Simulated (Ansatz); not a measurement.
**PH₂+ (triplet): the correlation ladder, cc-pVTZ**

Aim: climb from Hartree-Fock through coupled cluster and multireference methods for PH₂+ (triplet) at one geometry and basis, and see what each rung misses.

Computed with Ansatz 0.2.0, Gaussian basis. Level: cc-pVTZ, core rule «outside noble gas», up to 5 orbitals frozen.

To be run: UHF; CCSD(T) on ROHF; CCSD(T) on UHF; BCCD(T) on ROHF; CISD as a restricted active space (open shells left free, so some higher excitations enter); CCSDT(Q) on ROHF; CCSDT(Q) on UHF; CASSCF and MRCISD+Q, 6 electrons in 6 orbitals; CASSCF and MRCISD+Q(relaxed), 6 electrons in 6 orbitals; CASSCF and NEVPT2, 6 electrons in 6 orbitals.

15 further runs of the same task are left out: 6 that didn't finish, 9 set aside as unsound or not needed. Runs told in other sessions of the task aren't counted.

## 1. The geometry

The geometry is a PBE0/def2-TZVP stationary point (not a proven minimum).

3 atoms, charge 1, spin multiplicity 3.

Atoms are counted from 1 here; the program's logs count them from 0.

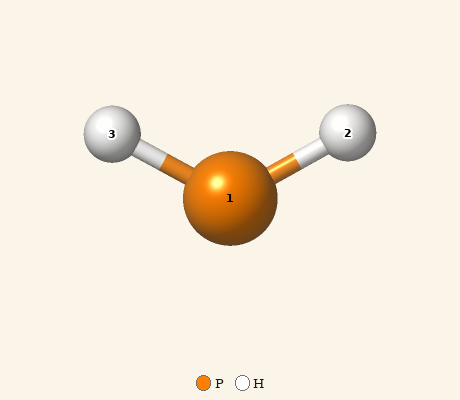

The structure; phosphorus orange, hydrogen white; atoms are numbered from 1 in the order of the file.

In the tables R marks a restricted open-shell determinant and U an unrestricted one; 'valence' is the active space of 6 electrons in 6 orbitals; energies count from the table's Hartree-Fock row.

## 2. UHF

Contents of in.yaml:

```yaml
crystal:
  periodic: [false, false, false]
  atoms:
    - {symbol: P, position_ang: [0.000000, -0.041813, 0.000000]}
    - {symbol: H, position_ang: [0.000000, 0.642452, -1.239718]}
    - {symbol: H, position_ang: [0.000000, 0.642452, 1.239718]}
basis:
  gaussian: {orbitals: cc-pVTZ}
total_charge: 1
magnetization: {spin_polarized: true, initial_magnetization: 2}
hamiltonian: {xc: hf}
output: {orbitals: {seedname: orbitals}}
```

Command:

```console
> ansatz run in.yaml --threads 1 --pin off --events-out ev --progress --plain --max-ram 2393MiB
```

Output:

```text
Functional definition: HF
  name "HF"
  cite "Fock, Z. Phys. 61, 126 (1930) doi:10.1007/BF01340294"
  parent pbe
  exchange = exact_x
  correlation = 0
478 factors; their error is unknown
mean field evaluation 1: about -9292.8850 eV, gradient 7.5e0 eV
mean field evaluation 2: about -9293.3981 eV, gradient 2.7e0 eV
mean field evaluation 4: about -9293.5135 eV, gradient 2.9e-1 eV
mean field evaluation 8: about -9293.5155 eV, gradient 3.5e-2 eV
mean field evaluation 16: about -9293.8695 eV, gradient 1.5e-5 eV
mean field -9293.86946623 eV, -341.5434032730 hartree, gradient 1.5e-5 eV, S^2 2.008730; 0 other end points of the search recorded, 0 dependent functions left out
reference -9293.86946623 eV, -341.5434032730 hartree; 9, 7 occupied and 53, 55 virtual orbitals, 478 factors
Total energy: -9293.86946623 eV, -341.5434032730 hartree
```

Wall time 0.21 s (1 thread of Arm Neoverse V1, shared host).

From the report: ⟨S²⟩ of the determinant 2.009 (pure triplet: 2.00).

## 3. CCSD(T) on ROHF

in.yaml: that of step 2 with these lines changed.

```diff
@@ -9,4 +9,4 @@
 total_charge: 1
-magnetization: {spin_polarized: true, initial_magnetization: 2}
-hamiltonian: {xc: hf}
-output: {orbitals: {seedname: orbitals}}
+magnetization: {spin_polarized: false, initial_magnetization: 2}
+correlation: {method: ccsd_t, electrons: outside_noble_gas}
+output: {forces: true}
```

Same command.

Output (excerpt; [...] marks lines left out):

```text
Functional definition: HF
  name "HF"
  cite "Fock, Z. Phys. 61, 126 (1930) doi:10.1007/BF01340294"
  parent pbe
[...]
340 factors; integrals over basis functions are off by at most 9.3e-4 eV
[...]
mean field -9293.78267542 eV, -341.5402137695 hartree, gradient 3.0e-6 eV, S^2 2.000000; 0 other end points of the search recorded, 0 dependent functions left out
5 core orbitals not correlated: weight in the atoms' cores, before any rotation towards them, 1.000 or more for the frozen orbitals, at most 0.000 for the correlated occupied ones
reference -9293.78267542 eV, -341.5402137695 hartree; 4, 2 occupied and 53, 55 virtual orbitals, 340 factors
second order -2.78301200 eV of doubles, -0.05153791 eV of singles
cycle   1  -3.28246356 eV  change   -4.5e-1 eV  update   5.0e-2
[...]
cycle  10  -3.46819060 eV  change   -1.8e-6 eV  update   1.7e-6
perturbative correction -0.10163757 eV, -0.0037351118 hartree
[...]
Total energy: -9297.35250359 eV, -341.6714025350 hartree
Atom 0 at     0.000000    -0.041813     0.000000 Å, force     0.000000     0.072000    -0.000000 eV/Å
Atom 1 at     0.000000     0.642452    -1.239718 Å, force    -0.000000    -0.036000     0.069164 eV/Å
Atom 2 at     0.000000     0.642452     1.239718 Å, force    -0.000000    -0.036000    -0.069164 eV/Å
Dipole moment:    -0.000000     0.109799    -0.000000 e Å
```

Wall time 3.3 s (1 thread of Arm Neoverse V1, shared host).

From the report: correlation -3.5698 eV; T1 0.023; largest double amplitude 0.04.

## 4. CCSD(T) on UHF

in.yaml: that of step 3 with these lines changed.

```diff
@@ -9,3 +9,3 @@
 total_charge: 1
-magnetization: {spin_polarized: false, initial_magnetization: 2}
+magnetization: {spin_polarized: true, initial_magnetization: 2}
 correlation: {method: ccsd_t, electrons: outside_noble_gas}
```

Launched as before.

Output (excerpt; [...] marks lines left out):

```text
Functional definition: HF
  name "HF"
  cite "Fock, Z. Phys. 61, 126 (1930) doi:10.1007/BF01340294"
  parent pbe
[...]
340 factors; integrals over basis functions are off by at most 9.3e-4 eV
[...]
mean field -9293.86970476 eV, -341.5434120389 hartree, gradient 6.5e-6 eV, S^2 2.008730; 0 other end points of the search recorded, 0 dependent functions left out
5 core orbitals not correlated: weight in the atoms' cores, before any rotation towards them, 1.000 or more for the frozen orbitals, at most 0.000 for the correlated occupied ones
reference -9293.86970476 eV, -341.5434120389 hartree; 4, 2 occupied and 53, 55 virtual orbitals, 340 factors
second order -2.74945486 eV of doubles, -0.00000000 eV of singles
cycle   1  -3.19552975 eV  change   -4.5e-1 eV  update   5.0e-2
[...]
cycle  10  -3.38463527 eV  change   -2.0e-6 eV  update   1.8e-6
perturbative correction -0.09999066 eV, -0.0036745889 hartree
[...]
Total energy: -9297.35433069 eV, -341.6714696796 hartree
Atom 0 at     0.000000    -0.041813     0.000000 Å, force     0.000000     0.072874    -0.000000 eV/Å
Atom 1 at     0.000000     0.642452    -1.239718 Å, force    -0.000000    -0.036437     0.069753 eV/Å
Atom 2 at     0.000000     0.642452     1.239718 Å, force    -0.000000    -0.036437    -0.069753 eV/Å
Dipole moment:    -0.000000     0.109720     0.000000 e Å
```

It took 6 s on 1 thread of Arm Neoverse V1, shared host.

From the report: ⟨S²⟩ of the determinant 2.009 (pure triplet: 2.00); correlation -3.4846 eV; T1 0.016; largest double amplitude 0.04.

## 5. BCCD(T) on ROHF

in.yaml: that of step 4 with these lines changed.

```diff
@@ -9,4 +9,3 @@
 total_charge: 1
-magnetization: {spin_polarized: true, initial_magnetization: 2}
-correlation: {method: ccsd_t, electrons: outside_noble_gas}
-output: {forces: true}
+magnetization: {spin_polarized: false, initial_magnetization: 2}
+correlation: {method: bccd_t, electrons: outside_noble_gas}
```

Launched as before.

Output (excerpt; [...] marks lines left out):

```text
Functional definition: HF
  name "HF"
  cite "Fock, Z. Phys. 61, 126 (1930) doi:10.1007/BF01340294"
  parent pbe
[...]
340 factors; integrals over basis functions are off by at most 9.3e-4 eV
[...]
mean field -9293.78267542 eV, -341.5402137695 hartree, gradient 3.0e-6 eV, S^2 2.000000; 0 other end points of the search recorded, 0 dependent functions left out
5 core orbitals not correlated: weight in the atoms' cores, before any rotation towards them, 1.000 or more for the frozen orbitals, at most 0.000 for the correlated occupied ones
reference -9293.78267542 eV, -341.5402137695 hartree; 4, 2 occupied and 53, 55 virtual orbitals, 340 factors
second order -2.78301200 eV of doubles, -0.05153791 eV of singles
cycle   1  -3.29581755 eV  change   -4.6e-1 eV  update   5.1e-2
[...]
cycle   9  -3.46596406 eV  change    6.8e-6 eV  update   5.6e-6
perturbative correction -0.10416094 eV, -0.0038278438 hartree
Total energy: -9297.35280041 eV, -341.6714134431 hartree
```

It took 2.4 s on 1 thread of Arm Neoverse V1, shared host.

From the report: correlation -3.5701 eV; largest double amplitude 0.04.

## 6. CISD as a restricted active space (open shells left free, so some higher excitations enter)

in.yaml: that of step 5 with these lines changed.

```diff
@@ -10,2 +10,2 @@
 magnetization: {spin_polarized: false, initial_magnetization: 2}
-correlation: {method: bccd_t, electrons: outside_noble_gas}
+correlation: {active_space: {ras: {orbitals: [2, 2, 53], electrons: 6, max_holes: 2, max_particles: 2}, fixed_orbitals: true}}
```

Launched as before.

Output:

```text
Functional definition: HF
  name "HF"
  cite "Fock, Z. Phys. 61, 126 (1930) doi:10.1007/BF01340294"
  parent pbe
  exchange = exact_x
  correlation = 0
340 factors; integrals over basis functions are off by at most 9.3e-4 eV
mean field evaluation 1: about -9293.1852 eV, gradient 8.4e0 eV
mean field evaluation 2: about -9293.1893 eV, gradient 8.4e0 eV
mean field evaluation 4: about -9293.7724 eV, gradient 7.7e-1 eV
mean field evaluation 8: about -9293.7827 eV, gradient 1.0e-3 eV
mean field -9293.78267542 eV, -341.5402137695 hartree, gradient 3.0e-6 eV, S^2 2.000000; 0 other end points of the search recorded, 0 dependent functions left out
reference -9293.78267542 eV, -341.5402137695 hartree; 9, 7 occupied and 53, 55 virtual orbitals, 340 factors
state -9297.17491356 eV, -341.6648762217 hartree
Total energy: -9297.17491356 eV, -341.6648762217 hartree
```

It took 1.4 s on 1 thread of Arm Neoverse V1, shared host.

From the report: 28,224 determinants.

## 7. CCSDT(Q) on ROHF

in.yaml: that of step 6 with these lines changed.

```diff
@@ -10,2 +10,2 @@
 magnetization: {spin_polarized: false, initial_magnetization: 2}
-correlation: {active_space: {ras: {orbitals: [2, 2, 53], electrons: 6, max_holes: 2, max_particles: 2}, fixed_orbitals: true}}
+correlation: {method: ccsdt_q, electrons: outside_noble_gas}
```

The command is unchanged.

Output (excerpt; [...] marks lines left out):

```text
Functional definition: HF
  name "HF"
  cite "Fock, Z. Phys. 61, 126 (1930) doi:10.1007/BF01340294"
  parent pbe
[...]
706 factors; integrals over basis functions are off by at most 1.7e-7 eV
[...]
mean field -9293.78267491 eV, -341.5402137508 hartree, gradient 2.7e-6 eV, S^2 2.000000; 0 other end points of the search recorded, 0 dependent functions left out
5 core orbitals not correlated: weight in the atoms' cores, before any rotation towards them, 1.000 or more for the frozen orbitals, at most 0.000 for the correlated occupied ones
reference -9293.78267491 eV, -341.5402137508 hartree; 4, 2 occupied and 53, 55 virtual orbitals, 706 factors
second order -2.78302244 eV of doubles, -0.05153790 eV of singles
cycle   1  -3.28245443 eV  change   -4.5e-1 eV  update   5.6e-2
[...]
cycle  13  -3.59241426 eV  change   -4.9e-8 eV  update   2.3e-7
perturbative correction -0.00222533 eV, -0.0000817794 hartree
Total energy: -9297.37731451 eV, -341.6723143195 hartree
```

It took 30 s on 1 thread of Arm Neoverse V1, shared host; peak memory 0.43 GiB.

From the report: correlation -3.5946 eV; T1 0.023; largest double amplitude 0.05.

## 8. CCSDT(Q) on UHF

in.yaml: that of step 7 with these lines changed.

```diff
@@ -9,3 +9,3 @@
 total_charge: 1
-magnetization: {spin_polarized: false, initial_magnetization: 2}
+magnetization: {spin_polarized: true, initial_magnetization: 2}
 correlation: {method: ccsdt_q, electrons: outside_noble_gas}
```

Launched as before.

Output (excerpt; [...] marks lines left out):

```text
Functional definition: HF
  name "HF"
  cite "Fock, Z. Phys. 61, 126 (1930) doi:10.1007/BF01340294"
  parent pbe
[...]
706 factors; integrals over basis functions are off by at most 1.7e-7 eV
[...]
mean field -9293.86970427 eV, -341.5434120206 hartree, gradient 3.2e-6 eV, S^2 2.008730; 0 other end points of the search recorded, 0 dependent functions left out
5 core orbitals not correlated: weight in the atoms' cores, before any rotation towards them, 1.000 or more for the frozen orbitals, at most 0.000 for the correlated occupied ones
reference -9293.86970427 eV, -341.5434120206 hartree; 4, 2 occupied and 53, 55 virtual orbitals, 706 factors
second order -2.74946502 eV of doubles, -0.00000000 eV of singles
cycle   1  -3.19552058 eV  change   -4.5e-1 eV  update   5.6e-2
[...]
cycle  13  -3.50726938 eV  change   -1.9e-7 eV  update   2.4e-7
perturbative correction -0.00225621 eV, -0.0000829140 hartree
Total energy: -9297.37922985 eV, -341.6723847070 hartree
```

Wall time 28 s (1 thread of Arm Neoverse V1, shared host); peak memory 0.39 GiB.

From the report: ⟨S²⟩ of the determinant 2.009 (pure triplet: 2.00); correlation -3.5095 eV; T1 0.017; largest double amplitude 0.05.

## 9. CASSCF and MRCISD+Q, 6 electrons in 6 orbitals

in.yaml: that of step 8 with these lines changed.

```diff
@@ -9,3 +9,3 @@
 total_charge: 1
-magnetization: {spin_polarized: true, initial_magnetization: 2}
-correlation: {method: ccsdt_q, electrons: outside_noble_gas}
+magnetization: {spin_polarized: false, initial_magnetization: 2}
+correlation: {method: fic_mrcisd_q, electrons: outside_noble_gas, active_space: {window: {electrons: 6, orbitals: 6}, shells: [{species: H, l: s, shell: 1}, {species: P, l: s, shell: 3}, {species: P, l: p, shell: 3}]}}
```

Same command.

Output (excerpt; [...] marks lines left out):

```text
Functional definition: HF
  name "HF"
  cite "Fock, Z. Phys. 61, 126 (1930) doi:10.1007/BF01340294"
  parent pbe
[...]
706 factors; integrals over basis functions are off by at most 1.7e-7 eV
[...]
mean field -9293.78267491 eV, -341.5402137508 hartree, gradient 2.7e-6 eV, S^2 2.000000; 0 other end points of the search recorded, 0 dependent functions left out
reference -9293.78267491 eV, -341.5402137508 hartree; 9, 7 occupied and 53, 55 virtual orbitals, 706 factors
state -9294.71568704 eV, -341.5745013143 hartree
contracted CI cycle   1: correlation 0.00000000 eV, 0.0000000000 hartree, residual 1.35e1 eV
contracted CI cycle   2: correlation -2.40026505 eV, -0.0882081138 hartree, residual 2.89e0 eV
contracted CI cycle   3: correlation -2.50590948 eV, -0.0920904749 hartree, residual 6.63e-1 eV
contracted CI cycle   4: correlation -2.51113177 eV, -0.0922823903 hartree, residual 1.62e-1 eV
contracted CI cycle   5: correlation -2.51142466 eV, -0.0922931541 hartree, residual 4.08e-2 eV
contracted CI cycle   6: correlation -2.51144438 eV, -0.0922938785 hartree, residual 1.14e-2 eV
contracted CI cycle   7: correlation -2.51144601 eV, -0.0922939385 hartree, residual 3.23e-3 eV
contracted CI cycle   8: correlation -2.51144614 eV, -0.0922939432 hartree, residual 8.94e-4 eV
state -9294.71568704 eV, -341.5745013143 hartree; corrected -9297.34395458 eV, -341.6710883647 hartree
Total energy: -9297.34395458 eV, -341.6710883647 hartree
Checks for a lower state left out: starts, orbital_swaps
```

It took 2.3 s on 1 thread of Arm Neoverse V1, shared host.

From the report: 104 determinants; active occupations 1.98, 1.97, 1.00, 1.00, 0.03, 0.02.

## 10. CASSCF and MRCISD+Q(relaxed), 6 electrons in 6 orbitals

Contents of in.yaml:

```yaml
crystal:
  periodic: [false, false, false]
  atoms:
    - {symbol: P, position_ang: [0.000000, -0.041813, 0.000000]}
    - {symbol: H, position_ang: [0.000000, 0.642452, -1.239718]}
    - {symbol: H, position_ang: [0.000000, 0.642452, 1.239718]}
basis:
  gaussian: {orbitals: cc-pVTZ}
total_charge: 1
magnetization: {spin_polarized: false, initial_magnetization: 2}
correlation: {method: fic_mrcisd_q_relaxed, electrons: outside_noble_gas, active_space: {window: {electrons: 6, orbitals: 6}, shells: [{species: H, l: s, shell: 1}, {species: P, l: s, shell: 3}, {species: P, l: p, shell: 3}]}}
```

The command is unchanged.

Output (excerpt; [...] marks lines left out):

```text
Functional definition: HF
  name "HF"
  cite "Fock, Z. Phys. 61, 126 (1930) doi:10.1007/BF01340294"
  parent pbe
[...]
706 factors; integrals over basis functions are off by at most 1.7e-7 eV
[...]
mean field -9293.78267491 eV, -341.5402137508 hartree, gradient 2.7e-6 eV, S^2 2.000000; 0 other end points of the search recorded, 0 dependent functions left out
reference -9293.78267491 eV, -341.5402137508 hartree; 9, 7 occupied and 53, 55 virtual orbitals, 706 factors
state -9294.71568704 eV, -341.5745013143 hartree
contracted CI cycle   1: correlation -0.00000000 eV, -0.0000000000 hartree, residual 1.35e1 eV
contracted CI cycle   2: correlation -2.40026505 eV, -0.0882081138 hartree, residual 3.07e0 eV
contracted CI cycle   3: correlation -2.53104144 eV, -0.0930140572 hartree, residual 1.00e0 eV
contracted CI cycle   4: correlation -2.54332350 eV, -0.0934654147 hartree, residual 3.06e-1 eV
contracted CI cycle   5: correlation -2.54461257 eV, -0.0935127872 hartree, residual 1.19e-1 eV
contracted CI cycle   6: correlation -2.54479943 eV, -0.0935196541 hartree, residual 4.76e-2 eV
contracted CI cycle   7: correlation -2.54483313 eV, -0.0935208927 hartree, residual 1.90e-2 eV
contracted CI cycle   8: correlation -2.54483773 eV, -0.0935210616 hartree, residual 6.72e-3 eV
contracted CI cycle   9: correlation -2.54483834 eV, -0.0935210840 hartree, residual 2.34e-3 eV
contracted CI cycle  10: correlation -2.54483842 eV, -0.0935210869 hartree, residual 8.74e-4 eV
state -9294.71568704 eV, -341.5745013143 hartree; corrected -9297.38304070 eV, -341.6725247531 hartree
Total energy: -9297.38304070 eV, -341.6725247531 hartree
Checks for a lower state left out: starts, orbital_swaps
```

Run time: 3.1 s. Hardware: 1 thread of Arm Neoverse V1, shared host.

From the report: 104 determinants; active occupations 1.98, 1.97, 1.00, 1.00, 0.03, 0.02.

## 11. CASSCF and NEVPT2, 6 electrons in 6 orbitals

Contents of in.yaml:

```yaml
crystal:
  periodic: [false, false, false]
  atoms:
    - {symbol: P, position_ang: [0.000000, -0.041813, 0.000000]}
    - {symbol: H, position_ang: [0.000000, 0.642452, -1.239718]}
    - {symbol: H, position_ang: [0.000000, 0.642452, 1.239718]}
basis:
  gaussian: {orbitals: cc-pVTZ}
total_charge: 1
magnetization: {spin_polarized: false, initial_magnetization: 2}
correlation: {method: sc_nevpt2, electrons: outside_noble_gas, active_space: {window: {electrons: 6, orbitals: 6}, shells: [{species: H, l: s, shell: 1}, {species: P, l: s, shell: 3}, {species: P, l: p, shell: 3}]}}
```

The command is unchanged.

Output:

```text
Functional definition: HF
  name "HF"
  cite "Fock, Z. Phys. 61, 126 (1930) doi:10.1007/BF01340294"
  parent pbe
  exchange = exact_x
  correlation = 0
706 factors; integrals over basis functions are off by at most 1.7e-7 eV
mean field evaluation 1: about -9293.1870 eV, gradient 8.4e0 eV
mean field evaluation 2: about -9293.1892 eV, gradient 8.4e0 eV
mean field evaluation 4: about -9293.7725 eV, gradient 7.7e-1 eV
mean field evaluation 8: about -9293.7827 eV, gradient 9.5e-4 eV
mean field -9293.78267491 eV, -341.5402137508 hartree, gradient 2.7e-6 eV, S^2 2.000000; 0 other end points of the search recorded, 0 dependent functions left out
reference -9293.78267491 eV, -341.5402137508 hartree; 9, 7 occupied and 53, 55 virtual orbitals, 706 factors
state -9294.71568704 eV, -341.5745013143 hartree
state -9294.71568704 eV, -341.5745013143 hartree; corrected -9296.66175930 eV, -341.6460181508 hartree
Total energy: -9296.66175930 eV, -341.6460181508 hartree
Checks for a lower state left out: starts, orbital_swaps
```

Wall time 0.88 s (1 thread of Arm Neoverse V1, shared host).

From the report: 104 determinants; active occupations 1.98, 1.97, 1.00, 1.00, 0.03, 0.02.

## 12. How many determinants matter

Natural occupations of the CASSCF valence state about the gap (report; correlated orbitals 1 to 6): 1.982, 1.968, 1.001, 1.000, 0.030, 0.019. The count of effectively unpaired electrons, Σ n²(2 − n)², is 2.01; a single determinant of this spin has 2.

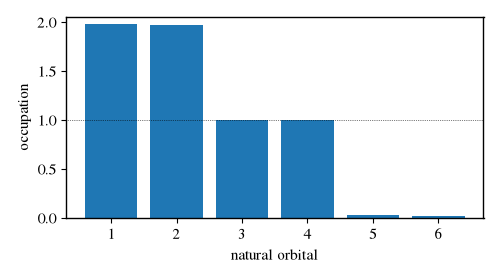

Natural occupations of the CASSCF valence state.

## 13. The ladder

The yardstick is UCCSDT(Q), where the cluster series has nearly closed. Rows without a time are mean-field rows or come out of runs for another level: lower rungs of the coupled-cluster runs, CASSCF and MRCISD of the multireference runs, or the Hartree-Fock search. The times of RCCSD(T), UCCSD(T) include forces.

Differences are taken before rounding.

| method | energy from the lowest ROHF (kJ/mol) | from UCCSDT(Q) (kJ/mol) | time |
| --- | --- | --- | --- |
| ROHF | 0.0 | +347.0 |  |
| UHF | -8.4 | +338.6 |  |
| RMP2 | -273.5 | +73.5 |  |
| UMP2 | -273.7 | +73.3 |  |
| CISD | -327.3 | +19.7 | 1.4 s |
| RCCSD | -334.6 | +12.4 |  |
| UCCSD | -335.0 | +12.1 |  |
| RCCSD(T) | -344.4 | +2.6 | 3.3 s |
| UCCSD(T) | -344.6 | +2.4 | 6 s |
| BCCD(T) | -344.5 | +2.6 | 2.4 s |
| RCCSDT | -346.6 | +0.4 |  |
| UCCSDT | -346.8 | +0.2 |  |
| RCCSDT(Q) | -346.8 | +0.2 | 30 s |
| UCCSDT(Q) | -347.0 | 0 | 28 s |
| CASSCF valence | -90.0 | +257.0 |  |
| NEVPT2 valence | -277.8 | +69.2 | 0.88 s |
| MRCISD valence | -332.3 | +14.7 |  |
| MRCISD+Q valence | -343.6 | +3.4 | 2.3 s |
| MRCISD+Q(relaxed) valence | -347.4 | -0.4 | 3.1 s |

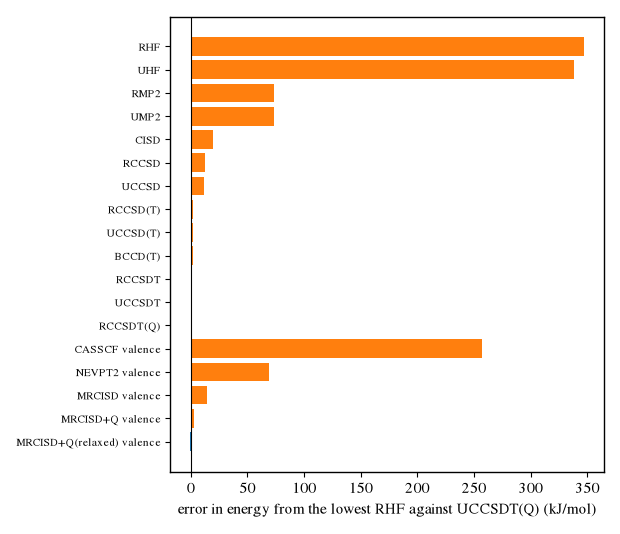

Deviations from UCCSDT(Q), method by method.

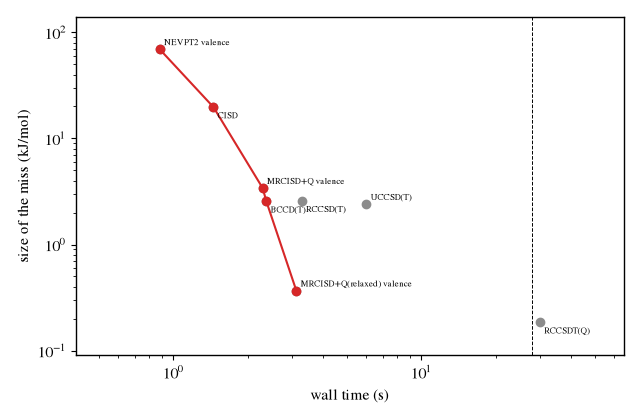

Accuracy for the time spent; red marks the levels that beat every quicker one drawn (of those quicker than the yardstick), and the dashed line is the time of UCCSDT(Q). Times are from a shared host.

## 14. Outcome

| quantity | value |
| --- | --- |
| UCCSDT(Q) from the ROHF energy | -3.5966 eV |
| RMP2 from UCCSDT(Q) | +73.5 kJ/mol |
| UMP2 from UCCSDT(Q) | +73.3 kJ/mol |
| RCCSD from UCCSDT(Q) | +12.4 kJ/mol |
| RCCSD(T) from UCCSDT(Q) | +2.6 kJ/mol |
| UCCSD(T) from UCCSDT(Q) | +2.4 kJ/mol |
| RCCSDT(Q) from UCCSDT(Q) | +0.2 kJ/mol |
| NEVPT2 valence from UCCSDT(Q) | +69.2 kJ/mol |
| MRCISD+Q valence from UCCSDT(Q) | +3.4 kJ/mol |
| MRCISD+Q(relaxed) valence from UCCSDT(Q) | -0.4 kJ/mol |
| levels within 1 kcal/mol (43 meV) | RCCSD(T), UCCSD(T), BCCD(T), RCCSDT, UCCSDT, RCCSDT(Q), MRCISD+Q valence, MRCISD+Q(relaxed) valence |
| T1 diagnostic | 0.023 |
| effectively unpaired electrons | 2.01 |

**Reading.** RCCSD(T) misses by +2.6 kJ/mol, 0.7 % of the correlation energy. One determinant dominates. Of the multireference levels listed MRCISD+Q(relaxed) valence comes nearest in total energy (-0.4 kJ/mol), which doesn't show that its space is the better one. These misses are within one basis, not against nature; the frozen cores of restricted and unrestricted runs differ, which can shift their rows.

With open shells the CI space here admits some higher excitations, so it is larger than plain CISD.

MRCISD+Q(relaxed) valence reaches 0.4 kJ/mol from the reference in 3.1 s, where UCCSDT(Q) took 28 s; the quickest level in the cost chart, NEVPT2 valence, takes 0.88 s and misses by 69.2 kJ/mol.
